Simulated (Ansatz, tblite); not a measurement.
# GaH2F: spin-state energies by level

Is the singlet the ground state of GaH2F? Other spin states are computed and compared level by level.

Computed with Ansatz 0.2.0, Gaussian basis. Level: as each input shows.

Levels to be run: triplet, at the geometry of the singlet (GFN1-xTB, GFN2-xTB, PBE0-D4/def2-TZVP, PBE-D4/def2-TZVP, r2SCAN-D4/def2-TZVP); the singlet's energies come from earlier runs.

### Step 1. The structure

The singlet was relaxed beforehand with PBE0-D4/def2-TZVP.

4 atoms, charge 0, spin multiplicity 1.

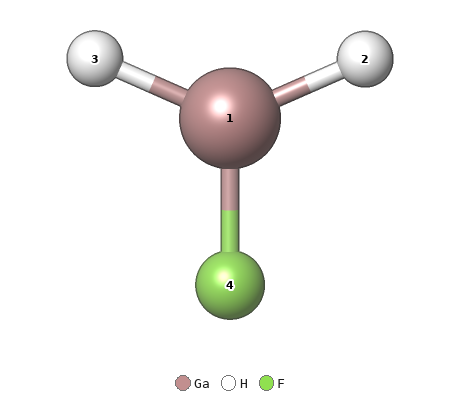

The geometry (gallium pink, hydrogen white, fluorine green); atoms are numbered from 1 in the order of the file.

Geometry (Å):

```
Ga    0.06466    0.10757   -0.00027
H     1.60793   -0.08684    0.01459
H    -0.83108    1.37918   -0.01901
F    -0.84152   -1.39991    0.00468
```

### Step 2. Triplet at the fixed geometry, GFN1-xTB

Tight binding, by tblite at 300 K electronic temperature and without a spin-polarisation term:

```python
tblite.interface.Calculator('GFN1-xTB', numbers, positions, charge=0, uhf=2).singlepoint()
```

Energy -199.2660 eV; 0.002 s.

### Step 3. Triplet at the fixed geometry, GFN2-xTB

Tight binding, by tblite at 300 K electronic temperature and without a spin-polarisation term:

```python
tblite.interface.Calculator('GFN2-xTB', numbers, positions, charge=0, uhf=2).singlepoint()
```

Energy -185.0895 eV; 0.001 s.

### Step 4. Triplet at the fixed geometry, PBE0-D4/def2-TZVP

in.yaml reads:

```yaml
crystal:
  periodic: [false, false, false]
  atoms:
    - {symbol: Ga, position_ang: [0.064658, 0.107570, -0.000269]}
    - {symbol: H, position_ang: [1.607926, -0.086837, 0.014588]}
    - {symbol: H, position_ang: [-0.831079, 1.379179, -0.019011]}
    - {symbol: F, position_ang: [-0.841515, -1.399911, 0.004681]}
basis:
  gaussian: {orbitals: def2-TZVP}
magnetization: {spin_polarized: true, initial_magnetization: 2}
hamiltonian: {xc: pbe0, dispersion: d4}
scf: {omitted_lower_state_checks: [starts]}
output: {orbitals: {seedname: orbitals}}
```

Command:

```console
$ ansatz run in.yaml --threads 4 --pin off --events-out ev --progress --plain --max-ram 3916MiB
```

The program printed:

```text
Functional definition: PBE0
  name "PBE0"
  cite "Adamo & Barone, J. Chem. Phys. 110, 6158 (1999) doi:10.1063/1.478522"
  cite "Perdew, Burke & Ernzerhof, Phys. Rev. Lett. 77, 3865 (1996) doi:10.1103/PhysRevLett.77.3865"
  parent pbe
  parameter a = 0.25
  parameter kappa = 0.804
  parameter beta = 0.06672455060314922
  exchange = (1 - a)*pbe_x(kappa = kappa, mu = beta*pi^2/3) + a*exact_x
  correlation = pbe_c(beta = beta)
these checks for a lower state are left out or cut short: starts
657 factors; their error is unknown
mean field evaluation 1: about -55111.8620 eV, gradient 2.9e1 eV
mean field evaluation 2: about -55091.7201 eV, gradient 7.9e1 eV
mean field evaluation 4: about -55114.2146 eV, gradient 3.6e0 eV
mean field evaluation 8: about -55114.2373 eV, gradient 1.8e-1 eV
mean field evaluation 16: about -55114.4369 eV, gradient 5.3e-5 eV
mean field -55114.43694686 eV, -2025.4181998901 hartree, gradient 4.8e-5 eV, S^2 2.009840; 0 other end points of the search recorded, 0 dependent functions left out
reference -55114.43697696 eV, -2025.4182009963 hartree; 22, 20 occupied and 69, 71 virtual orbitals, 657 factors
Total energy: -55114.46876819 eV, -2025.4193693022 hartree
Checks for a lower state left out: starts
```

Run time: 0.8 s. Hardware: 4 threads of Arm Neoverse V1, shared host.

HOMO -4.04 eV, LUMO -7.48 eV (over both spins; with the spin held, an empty level of the minority spin lies below the top filled one); ⟨S²⟩ 2.010 (pure: 2.00).

### Step 5. Triplet at the fixed geometry, PBE-D4/def2-TZVP

start.molden holds the orbitals of an earlier run on this state, given as this run's starting guess.

Changes to in.yaml since step 4:

```diff
@@ -8,5 +8,5 @@
 basis:
-  gaussian: {orbitals: def2-TZVP}
+  gaussian: {orbitals: def2-TZVP, initial_orbitals: start.molden}
 magnetization: {spin_polarized: true, initial_magnetization: 2}
-hamiltonian: {xc: pbe0, dispersion: d4}
+hamiltonian: {xc: pbe, dispersion: d4}
 scf: {omitted_lower_state_checks: [starts]}
```

Launched as before.

The program printed:

```text
Functional definition: PBE
  name "PBE"
  cite "Perdew, Burke & Ernzerhof, Phys. Rev. Lett. 77, 3865 (1996) doi:10.1103/PhysRevLett.77.3865"
  parent pbe
  parameter kappa = 0.804
  parameter beta = 0.06672455060314922
  exchange = pbe_x(kappa = kappa, mu = beta*pi^2/3)
  correlation = pbe_c(beta = beta)
these checks for a lower state are left out or cut short: starts
612 factors; their error is unknown
mean field evaluation 1: about -55113.6250 eV, gradient 6.7e0 eV
mean field evaluation 2: about -55113.7336 eV, gradient 2.1e-1 eV
mean field evaluation 4: about -55113.7205 eV, gradient 3.6e-2 eV
mean field evaluation 8: about -55113.7205 eV, gradient 1.8e-5 eV
mean field -55113.72051415 eV, -2025.3918714735 hartree, gradient 1.8e-5 eV, S^2 2.003956; 0 other end points of the search recorded, 0 dependent functions left out
reference -55113.72055399 eV, -2025.3918729378 hartree; 22, 20 occupied and 69, 71 virtual orbitals, 612 factors
Total energy: -55113.75898124 eV, -2025.3932851129 hartree
Checks for a lower state left out: starts
```

It took 0.75 s on 4 threads of Arm Neoverse V1, shared host.

HOMO -3.18 eV, LUMO -8.15 eV (over both spins; with the spin held, an empty level of the minority spin lies below the top filled one); ⟨S²⟩ 2.004 (pure: 2.00).

### Step 6. Triplet at the fixed geometry, r2SCAN-D4/def2-TZVP

Changes to in.yaml since step 5:

```diff
@@ -10,3 +10,3 @@
 magnetization: {spin_polarized: true, initial_magnetization: 2}
-hamiltonian: {xc: pbe, dispersion: d4}
+hamiltonian: {xc: r2scan, dispersion: d4}
 scf: {omitted_lower_state_checks: [starts]}
```

Same command.

The program printed:

```text
Functional definition: r2SCAN
  name "r2SCAN"
  cite "Furness, Kaplan, Ning, Perdew & Sun, J. Phys. Chem. Lett. 11, 8208 (2020) doi:10.1021/acs.jpclett.0c02405"
  cite "Furness, Kaplan, Ning, Perdew & Sun, J. Phys. Chem. Lett. 11, 9248 (2020) doi:10.1021/acs.jpclett.0c03077"
  parent r2scan
  parameter k0 = 0.174
  parameter k1 = 0.065
  parameter a1 = 4.9479
  exchange = r2scan_x(k0 = k0, k1 = k1, a1 = a1)
  correlation = r2scan_c
these checks for a lower state are left out or cut short: starts
612 factors; their error is unknown
mean field evaluation 1: about -55122.8262 eV, gradient 4.1e0 eV
mean field evaluation 2: about -55122.8655 eV, gradient 1.0e-1 eV
mean field evaluation 4: about -55122.8511 eV, gradient 1.5e-3 eV
mean field evaluation 8: about -55122.8511 eV, gradient 2.6e-5 eV
mean field -55122.85109711 eV, -2025.7274142082 hartree, gradient 2.6e-5 eV, S^2 2.008840; 0 other end points of the search recorded, 0 dependent functions left out
reference -55122.85111199 eV, -2025.7274147550 hartree; 22, 20 occupied and 69, 71 virtual orbitals, 612 factors
Total energy: -55122.85942132 eV, -2025.7277201174 hartree
Checks for a lower state left out: starts
```

Run time: 1.8 s. Hardware: 4 threads of Arm Neoverse V1, shared host.

Report: HOMO -3.46 eV, LUMO -8.16 eV (over both spins; with the spin held, an empty level of the minority spin lies below the top filled one); ⟨S²⟩ 2.009 (pure: 2.00).

### Step 7. Triplet less singlet, vertical

The singlet's energies are those of its earlier runs, whose logs aren't repeated here.

```csv
level,"triplet less singlet, vertical (eV)",time
GFN1-xTB,+7.061,0.004 s
GFN2-xTB,+5.275,0.002 s
PBE-D4/def2-TZVP,+4.996,1.1 s
r2SCAN-D4/def2-TZVP,+5.102,2.8 s
PBE0-D4/def2-TZVP,+5.365,1.4 s
```

Times add the two runs; a level without a time comes out of a correlated run. Tight binding without a spin term can't rank spin states.

### Step 8. Results

| quantity | value |
| --- | --- |
| triplet less singlet, vertical, functionals in def2-TZVP | +4.996 (PBE-D4) to +5.365 eV (PBE0-D4) |

**Reading.** All functionals put the triplet above the singlet, over a spread of 0.369 eV. The checks for a lower triplet were left out, so another state of that spin may lie lower. These are electronic energies, without zero-point motion, entropy or surroundings.
